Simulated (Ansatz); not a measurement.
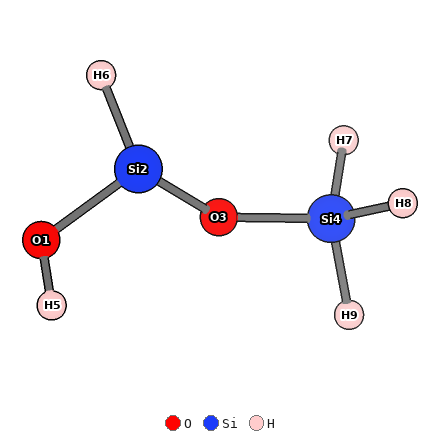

The system is H5O2Si2, SMILES O[SiH]O[SiH3], spin multiplicity 2; the picture shows the reference structure. The first coordinate is: angle Si2–O3–Si4 (carried through 180); the second: change of the bonds O3–Si2, O3–Si4, all alike. Nothing is relaxed (all other coordinates rigid). The grid has 13 × 13 points. Points are written as (first, second). Energies: kJ/mol, counted from the lowest grid point. Level of theory: UKS PBE0-D4/def2-SVP (Ansatz 0.2.0).

Its coordinates:

```yaml
atoms:
  - { symbol: O, position_ang: [-1.7941, 0.5268, 1.9262] }
  - { symbol: Si, position_ang: [-0.2032, 0.3220, 1.4955] }
  - { symbol: O, position_ang: [-0.0902, 0.0329, -0.1354] }
  - { symbol: Si, position_ang: [0.8241, -0.4717, -1.4237] }
  - { symbol: H, position_ang: [-2.3913, -0.2061, 1.7468] }
  - { symbol: H, position_ang: [0.4543, 1.6277, 1.8266] }
  - { symbol: H, position_ang: [1.7162, 0.6325, -1.8866] }
  - { symbol: H, position_ang: [1.6651, -1.6446, -1.0358] }
  - { symbol: H, position_ang: [-0.0925, -0.8659, -2.5307] }
```

Range: angle Si2–O3–Si4 (carried through 180) from 130.6 to 229.4°; change of the bonds O3–Si2, O3–Si4, all alike from −0.183 to 0.282 Å.

**What landscape does the calculation give?**

The lowest grid point is at (147.1°, 0.011 Å). The highest grid point, (229.4°, −0.183 Å), lies 180 kJ/mol above the lowest.

| second ↓, first → | 130.6 | 138.8 | 147.1 | 155.3 | 163.5 | 171.8 | 180.0 | 188.2 | 196.5 | 204.7 | 212.9 | 221.2 | 229.4 |
| --- | --- | --- | --- | --- | --- | --- | --- | --- | --- | --- | --- | --- | --- |
| 0.282 | 146 | 152 | 159 | 166 | 171 | 176 | 177 | 177 | 174 | 169 | 162 | 155 | 149 |
| 0.243 | 114 | 119 | 125 | 131 | 136 | 140 | 141 | 141 | 138 | 134 | 128 | 122 | 117 |
| 0.205 | 85 | 89 | 95 | 100 | 104 | 107 | 109 | 108 | 106 | 102 | 97 | 92 | 88 |
| 0.166 | 59 | 62 | 66 | 70 | 74 | 77 | 78 | 77 | 76 | 73 | 69 | 65 | 62 |
| 0.127 | 36 | 38 | 41 | 44 | 47 | 50 | 51 | 50 | 49 | 47 | 44 | 41 | 39 |
| 0.088 | 18 | 19 | 21 | 23 | 25 | 27 | 28 | 28 | 27 | 25 | 23 | 21 | 21 |
| 0.050 | 7 | 6 | 7 | 8 | 10 | 11 | 12 | 12 | 12 | 11 | 9 | 9 | 10 |
| 0.011 | 3 | 0 | 0 | 1 | 1 | 2 | 3 | 3 | 3 | 3 | 3 | 3 | 7 |
| −0.028 | 8 | 4 | 2 | 2 | 2 | 2 | 3 | 3 | 4 | 4 | 5 | 7 | 13 |
| −0.066 | 24 | 19 | 16 | 14 | 13 | 13 | 14 | 14 | 15 | 16 | 18 | 22 | 30 |
| −0.105 | 54 | 47 | 43 | 40 | 39 | 38 | 38 | 39 | 40 | 42 | 45 | 51 | 61 |
| −0.144 | 102 | 93 | 87 | 83 | 81 | 79 | 79 | 80 | 82 | 85 | 89 | 97 | 110 |
| −0.183 | 170 | 159 | 151 | 146 | 143 | 141 | 140 | 142 | 144 | 148 | 154 | 163 | 180 |

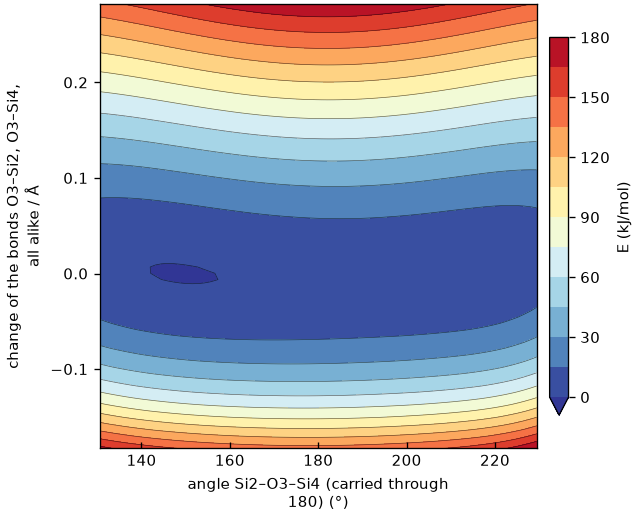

Drawn: filled contours. Between grid points the surface is interpolated.

Each point was launched as `ansatz run input.yaml --threads 1 --pin off --max-ram 2560MiB --backend cpu --events-out ev --progress --plain --runs-dir out`. The whole map (169 points run) took 9.5 min on 1 thread of Intel(R) Xeon(R) 6975P-C (Granite Rapids), with other jobs on the host.
